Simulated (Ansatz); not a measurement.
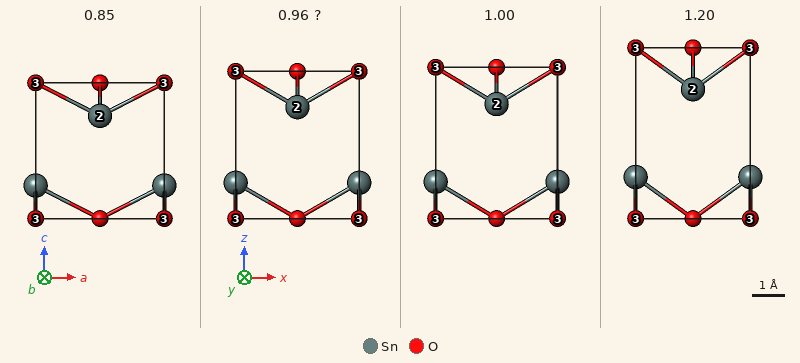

A scan of solid SnO (P4/nmm): the ratio of the cell's length along z to its lengths across, counted as 1 for the reference, is changed at fixed volume (a c/a path), with the atoms kept at their fractional coordinates. x, y and z are the Cartesian axes of the input. Style: ball-and-stick. Shown: the cell of the calculation, repeated 1 × 2 × 1 with one cell outlined, along the b axis.

Level of theory: DFT PBE+D3(BJ), scalar-relativistic, plane waves, PAW (Ansatz 0.2.0). Settings: plane-wave cutoff 420 eV; k-point mesh 14 × 14 × 12; occupations gaussian; smearing width 0.15 eV; no spin polarisation. Energies (free energies at the smearing named) are counted from the relaxed crystal.

```json
{"axial ratio over its reference value": "0.85", "E − E(ref) (meV/atom)": "59.1"}
{"axial ratio over its reference value": "0.92", "E − E(ref) (meV/atom)": "17.1"}
{"axial ratio over its reference value": "0.96", "E − E(ref) (meV/atom)": "?"}
{"axial ratio over its reference value": "1.00", "E − E(ref) (meV/atom)": "0.0"}
{"axial ratio over its reference value": "1.10", "E − E(ref) (meV/atom)": "26.8"}
{"axial ratio over its reference value": "1.20", "E − E(ref) (meV/atom)": "106.5"}
```

### Fill in the missing row.

A straight line between the two neighbours gives 8.6 meV/atom. A cubic through the four nearest rows (0.85, 0.92, 1.00, 1.10) gives, with Lagrange weights, (−0.0853)(59.1) + (0.6111)(17.1) + (0.5133)(0.0) + (−0.0391)(26.8) = 4.4 meV/atom. The calculation gives 4.3 meV/atom, so the cubic is 0.1 meV/atom too high and the straight line 4.3 meV/atom too high, as the curve bends upwards here.

The whole profile:

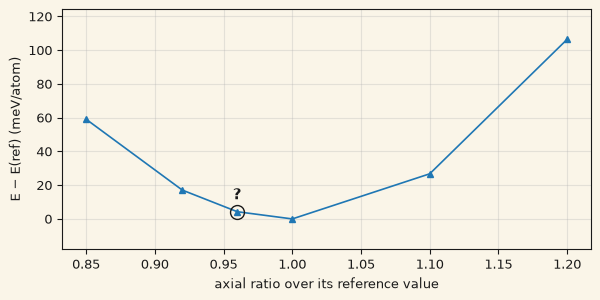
